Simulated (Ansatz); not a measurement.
Molecular dynamics of C₆H₃FGe (part 2 of 2)

Continued. System: C₆H₃FGe, SMILES C#[C][Ge]([F])([C]#C)[C]#C. Method: RKS r2SCAN-d3bjatm/def2-SVP (Ansatz 0.2.0). The geometry comes from this level: PBE0-D4/def2-TZVP.

## Trajectory as extended XYZ, continued
```
11
Properties=species:S:1:pos:R:3:forces:R:3 step=8 time_fs=8.0 energy=-65481.41124 temperature=1017.1
C    -0.5894   -0.2481    2.9085   -0.3995   0.3238  -2.3658
C    -0.5597   -0.0700    1.6810    0.1533  -0.4134   1.6640
Ge   -0.5048    0.1368   -0.2013   -2.5867   1.0914  -0.1058
F    -2.2114    0.4942   -0.7398    1.6434  -0.0296   0.7203
C     0.5517    1.6410   -0.6126    1.0553   0.4554  -0.7197
C     1.3939    2.4828   -0.9402    0.1041   0.4865   0.7880
C    -0.2481   -1.4326   -1.1378    1.6630  -2.9918  -0.6773
C     0.2227   -2.5437   -1.4631    0.6853   1.4509   0.1606
H    -0.8438   -0.4079    3.9352    0.2377  -0.0235   0.3875
H     2.1329    3.3296   -0.9932   -1.0682  -1.2486  -0.2018
H     0.9398   -3.3571   -1.7763   -1.4875   0.8989   0.3498
11
Properties=species:S:1:pos:R:3:forces:R:3 step=9 time_fs=9.0 energy=-65481.37415 temperature=981.3
C    -0.5847   -0.2509    2.9075   -0.4506   0.2784  -2.0269
C    -0.5529   -0.0698    1.6834    0.1719  -0.3811   1.2753
Ge   -0.5018    0.1373   -0.2042   -2.7119   1.2447  -0.0518
F    -2.2187    0.4870   -0.7428    1.7617  -0.0072   0.7766
C     0.5506    1.6552   -0.6081    0.7335   0.0160  -0.6298
C     1.3993    2.4857   -0.9328   -0.2688   0.0708   0.7998
C    -0.2694   -1.4297   -1.1486    2.1439  -3.8854  -0.8549
C     0.2228   -2.5523   -1.4487   -0.2432   3.0033   0.6141
H    -0.8552   -0.4142    3.9317    0.2722  -0.0115   0.3227
H     2.1237    3.3078   -0.9689   -0.4427  -0.5372  -0.2920
H     0.9473   -3.3326   -1.7307   -0.9658   0.2091   0.0669
11
Properties=species:S:1:pos:R:3:forces:R:3 step=10 time_fs=10.0 energy=-65481.29378 temperature=912.1
C    -0.5804   -0.2534    2.9049   -0.5463   0.1685  -1.2790
C    -0.5460   -0.0698    1.6868    0.1967  -0.3076   0.6146
Ge   -0.4992    0.1379   -0.2071   -2.7987   1.3237  -0.0170
F    -2.2252    0.4799   -0.7454    1.8600   0.0179   0.8244
C     0.5501    1.6694   -0.6041    0.3572  -0.4678  -0.5234
C     1.4044    2.4886   -0.9247   -0.8854  -0.6211   0.7829
C    -0.2889   -1.4300   -1.1601    2.4519  -4.3050  -0.8450
C     0.2226   -2.5585   -1.4338   -1.2732   4.3675   0.9649
H    -0.8639   -0.4206    3.9312    0.3463   0.0260   0.1012
H     2.1102    3.2808   -0.9475    0.4777   0.4895  -0.3693
H     0.9455   -3.3061   -1.6845   -0.1861  -0.6915  -0.2543
11
Properties=species:S:1:pos:R:3:forces:R:3 step=11 time_fs=11.0 energy=-65481.17585 temperature=816.8
C    -0.5765   -0.2558    2.9013   -0.6541   0.0253  -0.3380
C    -0.5389   -0.0701    1.6907    0.2255  -0.2068  -0.2132
Ge   -0.4969    0.1387   -0.2101   -2.8548   1.3199  -0.0174
F    -2.2307    0.4728   -0.7476    1.9393   0.0448   0.8644
C     0.5499    1.6832   -0.6005   -0.0973  -1.0108  -0.3891
C     1.4088    2.4910   -0.9160   -1.3678  -1.1680   0.7037
C    -0.3065   -1.4337   -1.1723    2.5360  -4.1620  -0.6512
C     0.2214   -2.5612   -1.4182   -2.0188   5.1071   1.0902
H    -0.8693   -0.4267    3.9316    0.4284   0.0697  -0.1531
H     2.1013    3.2585   -0.9296    1.3447   1.4336  -0.4136
H     0.9419   -3.2861   -1.6408    0.5189  -1.4528  -0.4828
11
Properties=species:S:1:pos:R:3:forces:R:3 step=12 time_fs=12.0 energy=-65481.12146 temperature=771.9
C    -0.5732   -0.2582    2.8974   -0.7338  -0.1111   0.5401
C    -0.5316   -0.0705    1.6945    0.2541  -0.0997  -1.0615
Ge   -0.4950    0.1397   -0.2130   -2.8880   1.2384  -0.0606
F    -2.2352    0.4657   -0.7494    1.9995   0.0732   0.8974
C     0.5497    1.6962   -0.5972   -0.6428  -1.6146  -0.2196
C     1.4121    2.4925   -0.9067   -1.1392  -0.9507   0.5491
C    -0.3221   -1.4408   -1.1851    2.3553  -3.4071  -0.2994
C     0.2186   -2.5597   -1.4016   -1.9634   4.7114   0.8923
H    -0.8707   -0.4322    3.9306    0.4815   0.0990  -0.3161
H     2.1052    3.2499   -0.9157    1.5992   1.6866  -0.4210
H     0.9433   -3.2801   -1.6016    0.6776  -1.6254  -0.5006
11
Properties=species:S:1:pos:R:3:forces:R:3 step=13 time_fs=13.0 energy=-65481.15663 temperature=795.1
C    -0.5704   -0.2607    2.8939   -0.7553  -0.2035   1.1297
C    -0.5241   -0.0711    1.6974    0.2761  -0.0105  -1.7695
Ge   -0.4935    0.1408   -0.2160   -2.9061   1.0939  -0.1432
F    -2.2387    0.4587   -0.7507    2.0398   0.1033   0.9233
C     0.5489    1.7079   -0.5941   -1.2149  -2.2107  -0.0371
C     1.4145    2.4933   -0.8969   -0.0631   0.1517   0.3484
C    -0.3357   -1.4505   -1.1980    1.8935  -2.0633   0.1581
C     0.2143   -2.5545   -1.3844   -0.9677   3.0813   0.4346
H    -0.8674   -0.4367    3.9266    0.4806   0.0999  -0.3104
H     2.1245    3.2574   -0.9058    1.0460   1.0686  -0.4005
H     0.9512   -3.2897   -1.5673    0.1711  -1.1108  -0.3334
11
Properties=species:S:1:pos:R:3:forces:R:3 step=14 time_fs=14.0 energy=-65481.16881 temperature=802.5
C    -0.5682   -0.2633    2.8913   -0.7059  -0.2272   1.2879
C    -0.5164   -0.0716    1.6989    0.2840   0.0396  -2.2026
Ge   -0.4924    0.1421   -0.2190   -2.9170   0.9071  -0.2515
F    -2.2411    0.4517   -0.7515    2.0592   0.1355   0.9424
C     0.5471    1.7178   -0.5910   -1.6462  -2.6431   0.0992
C     1.4168    2.4941   -0.8869    1.2656   1.4955   0.1657
C    -0.3479   -1.4620   -1.2109    1.1919  -0.2785   0.6416
C     0.2091   -2.5468   -1.3668    0.5405   0.7125  -0.0833
H    -0.8595   -0.4403    3.9196    0.4205   0.0685  -0.1196
H     2.1538    3.2752   -0.8997    0.1172   0.0765  -0.3581
H     0.9607   -3.3099   -1.5361   -0.6097  -0.2866  -0.1218
11
Properties=species:S:1:pos:R:3:forces:R:3 step=15 time_fs=15.0 energy=-65481.09957 temperature=747.1
C    -0.5666   -0.2662    2.8898   -0.5959  -0.1786   1.0030
C    -0.5085   -0.0721    1.6986    0.2710   0.0388  -2.2933
Ge   -0.4916    0.1435   -0.2220   -2.9253   0.7003  -0.3666
F    -2.2426    0.4447   -0.7518    2.0566   0.1704   0.9541
C     0.5440    1.7256   -0.5878   -1.7423  -2.7417   0.1249
C     1.4202    2.4962   -0.8768    2.1431   2.3677   0.0703
C    -0.3590   -1.4737   -1.2232    0.3722   1.6472   1.0615
C     0.2044   -2.5386   -1.3492    2.0051  -1.6978  -0.4876
H    -0.8476   -0.4432    3.9115    0.3183   0.0133   0.2044
H     2.1842    3.2937   -0.8971   -0.6750  -0.7396  -0.2996
H     0.9643   -3.3328   -1.5061   -1.2278   0.4200   0.0289
11
Properties=species:S:1:pos:R:3:forces:R:3 step=16 time_fs=16.0 energy=-65481.01447 temperature=678.8
C    -0.5655   -0.2691    2.8891   -0.4588  -0.0805   0.4188
C    -0.5003   -0.0726    1.6965    0.2335  -0.0107  -2.0604
Ge   -0.4913    0.1450   -0.2251   -2.9310   0.4938  -0.4703
F    -2.2429    0.4379   -0.7517    2.0306   0.2087   0.9585
C     0.5395    1.7312   -0.5846   -1.3979  -2.4260   0.0122
C     1.4252    2.5001   -0.8666    2.2406   2.4681   0.1006
C    -0.3699   -1.4840   -1.2346   -0.3579   3.2858   1.3436
C     0.2013   -2.5317   -1.3321    3.0234  -3.5293  -0.6948
H    -0.8326   -0.4459    3.9053    0.2118  -0.0441   0.5361
H     2.2081    3.3052   -0.8973   -1.1072  -1.1588  -0.2356
H     0.9562   -3.3517   -1.4758   -1.4871   0.7931   0.0913
11
Properties=species:S:1:pos:R:3:forces:R:3 step=17 time_fs=17.0 energy=-65480.99717 temperature=664.2
C    -0.5648   -0.2722    2.8887   -0.3389   0.0252  -0.2136
C    -0.4920   -0.0731    1.6927    0.1724  -0.0956  -1.5931
Ge   -0.4913    0.1466   -0.2282   -2.9293   0.3047  -0.5486
F    -2.2423    0.4312   -0.7511    1.9802   0.2513   0.9552
C     0.5339    1.7348   -0.5813   -0.6582  -1.7503  -0.2129
C     1.4321    2.5061   -0.8563    1.5635   1.8273   0.2460
C    -0.3811   -1.4917   -1.2450   -0.7593   4.2100   1.4616
C     0.2006   -2.5276   -1.3155    3.3189  -4.2896  -0.6980
H    -0.8157   -0.4492    3.9043    0.1451  -0.0747   0.7094
H     2.2214    3.3055   -0.8998   -1.1437  -1.1622  -0.1804
H     0.9339   -3.3630   -1.4447   -1.3505   0.7539   0.0744
11
Properties=species:S:1:pos:R:3:forces:R:3 step=18 time_fs=18.0 energy=-65481.05163 temperature=706.2
C    -0.5643   -0.2752    2.8881   -0.2627   0.1010  -0.6691
C    -0.4835   -0.0736    1.6876    0.0932  -0.1974  -1.0071
Ge   -0.4917    0.1482   -0.2314   -2.9111   0.1459  -0.5932
F    -2.2406    0.4246   -0.7500    1.9048   0.2984   0.9443
C     0.5278    1.7371   -0.5782    0.3068  -0.8755  -0.4874
C     1.4402    2.5135   -0.8458    0.2858   0.6242   0.4622
C    -0.3929   -1.4961   -1.2543   -0.6777   4.1967   1.4483
C     0.2026   -2.5270   -1.2995    2.7506  -3.7158  -0.5507
H    -0.7973   -0.4531    3.9100    0.1396  -0.0579   0.6087
H     2.2238    3.2947   -0.9040   -0.7955  -0.7792  -0.1510
H     0.8987   -3.3671   -1.4128   -0.8337   0.2598  -0.0050
11
Properties=species:S:1:pos:R:3:forces:R:3 step=19 time_fs=19.0 energy=-65481.09521 temperature=739.6
C    -0.5641   -0.2781    2.8871   -0.2199   0.1353  -0.8772
C    -0.4750   -0.0743    1.6817    0.0035  -0.3000  -0.4038
Ge   -0.4925    0.1498   -0.2346   -2.8652   0.0267  -0.6030
F    -2.2380    0.4181   -0.7484    1.8041   0.3499   0.9256
C     0.5219    1.7386   -0.5755    1.2762  -0.0005  -0.7404
C     1.4486    2.5214   -0.8350   -1.3241  -0.8838   0.6987
C    -0.4052   -1.4970   -1.2623   -0.1402   3.3650   1.3722
C     0.2068   -2.5294   -1.2839    1.4452  -1.9625  -0.3468
H    -0.7776   -0.4575    3.9216    0.1777   0.0018   0.2570
H     2.2186    3.2765   -0.9096   -0.1190  -0.0838  -0.1648
H     0.8555   -3.3687   -1.3810   -0.0383  -0.6479  -0.1175
11
Properties=species:S:1:pos:R:3:forces:R:3 step=20 time_fs=20.0 energy=-65481.06412 temperature=716.7
C    -0.5640   -0.2810    2.8853   -0.1767   0.1434  -0.9206
C    -0.4664   -0.0753    1.6756   -0.0892  -0.3918   0.1460
Ge   -0.4937    0.1514   -0.2380   -2.7804  -0.0483  -0.5824
F    -2.2344    0.4118   -0.7463    1.6778   0.4051   0.8993
C     0.5170    1.7402   -0.5734    2.0462   0.6945  -0.9160
C     1.4559    2.5286   -0.8236   -2.8524  -2.3044   0.9017
C    -0.4177   -1.4953   -1.2692    0.6583   2.1024   1.2947
C     0.2122   -2.5334   -1.2686   -0.0831   0.2533  -0.1948
H    -0.7562   -0.4620    3.9356    0.2186   0.0787  -0.1997
H     2.2122    3.2575   -0.9169    0.6663   0.6947  -0.2209
H     0.8119   -3.3765   -1.3503    0.7148  -1.6275  -0.2074
```

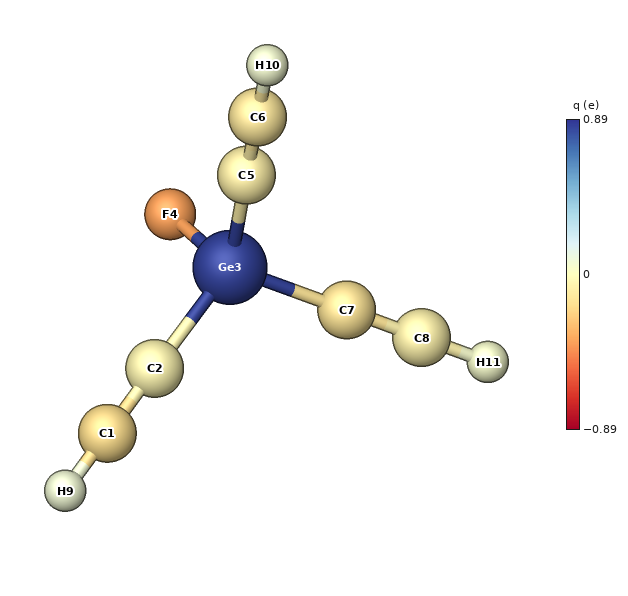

Figure 1. Mulliken charges, as the colour of each atom (ball-and-stick view, seen at a tilt; atoms are numbered from 1 in the order of the input). By element: C −0.18 to −0.05, Ge +0.84, F −0.38 and H +0.04 to +0.07 e.

This output came from the following input.

## Input
```yaml
crystal:
  periodic: [false, false, false]
  atoms:
    - {symbol: C, position_ang: [-0.638024, -0.221730, 2.884398]}
    - {symbol: C, position_ang: [-0.610203, -0.079919, 1.689753]}
    - {symbol: Ge, position_ang: [-0.538497, 0.136181, -0.178432]}
    - {symbol: F, position_ang: [-2.130346, 0.550243, -0.706073]}
    - {symbol: C, position_ang: [0.597096, 1.554168, -0.670123]}
    - {symbol: C, position_ang: [1.337483, 2.451794, -0.976968]}
    - {symbol: C, position_ang: [-0.064154, -1.465599, -1.045217]}
    - {symbol: C, position_ang: [0.255562, -2.489172, -1.591242]}
    - {symbol: H, position_ang: [-0.667596, -0.346291, 3.942959]}
    - {symbol: H, position_ang: [1.989607, 3.249679, -1.250900]}
    - {symbol: H, position_ang: [0.534372, -3.396254, -2.077454]}
basis:
  gaussian: {orbitals: def2-SVP}
hamiltonian: {xc: {name: r2SCAN}, dispersion: d3bjatm}
md: {timestep: 1 fs, n_steps: 20, ensemble: nve, temperature: 1500, initial_velocities: maxwell_boltzmann, seed: 274}
```

Launched with:
```bash
ansatz run in.yaml --threads 8 --pin off --events-out ev --progress --plain --max-ram 18278MiB
```

## Results in brief

```json
{"quantity": "outcome", "value": "finished"}
{"quantity": "mean temperature over the second half", "value": "759 K"}
{"quantity": "trajectory", "value": "20 steps, 20 fs"}
{"quantity": "ensemble", "value": "nve"}
{"quantity": "temperature in the input", "value": "1500 K"}
{"quantity": "time step", "value": "1 fs"}
{"quantity": "potential energy (last step)", "value": "−65481.0641 eV"}
{"quantity": "mean-field energy (last step)", "value": "−65480.9817 eV"}
{"quantity": "dispersion energy (last step)", "value": "−0.0824 eV"}
{"quantity": "SCF solution under orbital rotations (last step)", "value": "stable"}
{"quantity": "largest force (length of the vector) (last step)", "value": "3.776 eV/Å"}
{"quantity": "dipole moment (last step)", "value": "4.31 D"}
{"quantity": "hardware", "value": "8 threads of Arm Neoverse V1, 23 GiB of memory available, shared host"}
{"quantity": "wall time", "value": "46 s (CPU time 5.6 min)"}
{"quantity": "peak memory", "value": "0.27 GiB"}
```

## Notes

So short a trajectory is not equilibrated.
